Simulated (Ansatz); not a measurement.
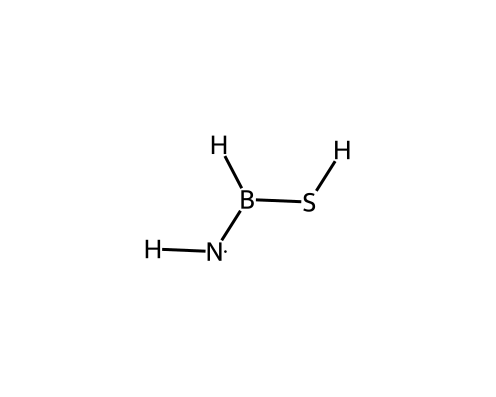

Skeletal drawing of a molecule. The species is neutral and a spin doublet.

**Transcribe the drawing into SMILES.**

[NH]BS

**Give the formula, hydrogens included.**

BH3NS.

**An optimisation with PBE0-D4/def2-TZVP gave a structure of which point group?**

C1.

The parts below concern this one geometry. Atoms keep their numbers from picture to picture. The geometry was computed by an optimisation with PBE0-D4/def2-TZVP. No frequency run is at hand to confirm it as a minimum.

## Shape

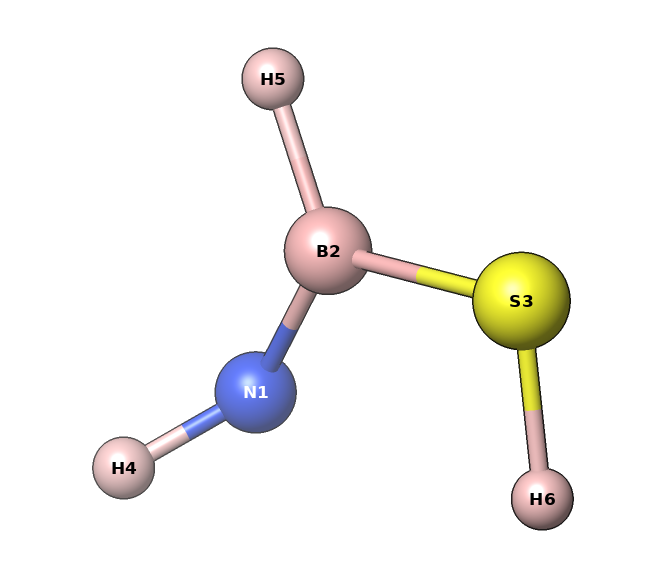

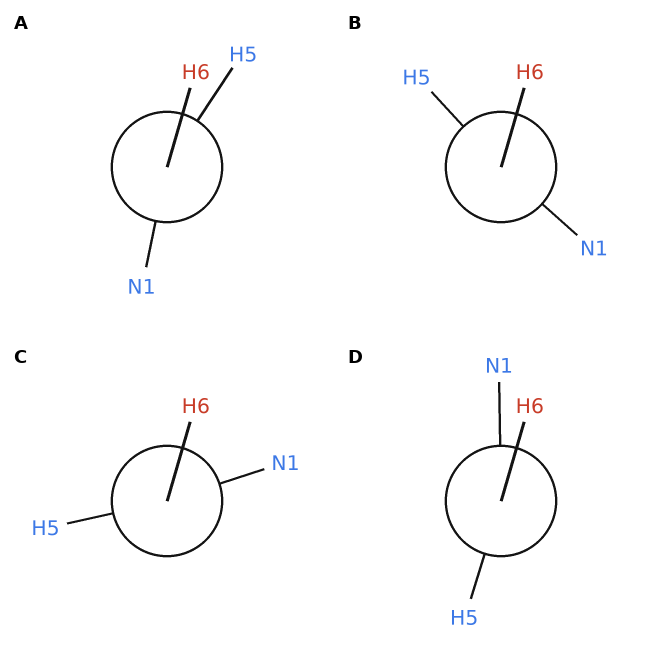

Depth is shown by fading: the farther an atom, the more it takes the colour of the background. Bonds that would overlap in a projection are set slightly apart. No frequency run is at hand to confirm it as a minimum.

**Which Newman projection shows the view along S3–B2, with S3 in front?**

D. The torsion angle H6–S3–B2–N1 is −5°, synperiplanar (eclipsed).

## Dipole moment

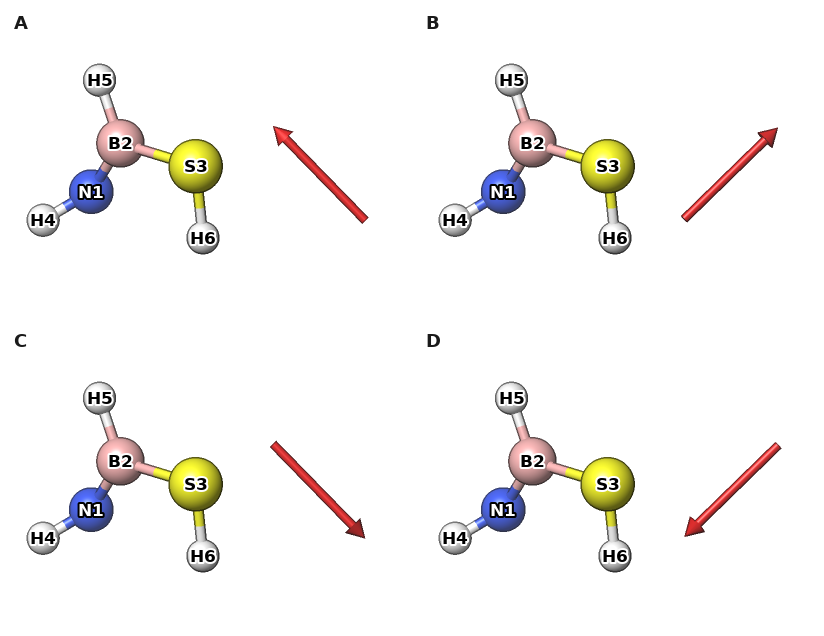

The same molecule four times, each with an arrow. No frequency run is at hand to confirm it as a minimum. Method: UKS PBE0-D4/def2-TZVP (Ansatz 0.2.0).

**Which arrow points along the dipole moment, from the negative to the positive end?**

D. The dipole moment is 1.67 D; it points from the side of S3, H5 to the side of H4 (the outermost atoms at the two ends).

## Electronic properties

No frequency run is at hand to confirm it as a minimum. Level of theory: UKS PBE0-D4/def2-TZVPP (Ansatz 0.2.0).

Predict the main results.

- HOMO energy (Kohn–Sham orbital): −7.64 eV
- ⟨S²⟩ of the determinant: 0.756

## Charges

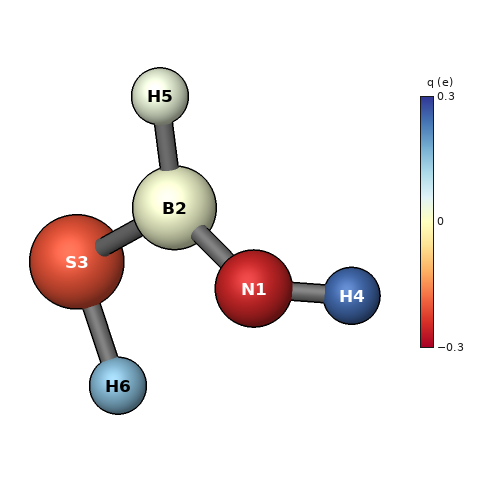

Atoms are coloured by their Mulliken charges. No frequency run is at hand to confirm it as a minimum. Level of theory: UKS PBE0-D4/def2-TZVP (Ansatz 0.2.0).

List the Mulliken charges.

```json
{"atom": "N1", "value (e)": "−0.25"}
{"atom": "B2", "value (e)": "0.02"}
{"atom": "S3", "value (e)": "−0.20"}
{"atom": "H4", "value (e)": "0.25"}
{"atom": "H5", "value (e)": "0.03"}
{"atom": "H6", "value (e)": "0.16"}
```

Mulliken values depend strongly on the basis set and can even reverse the polarity of a bond.
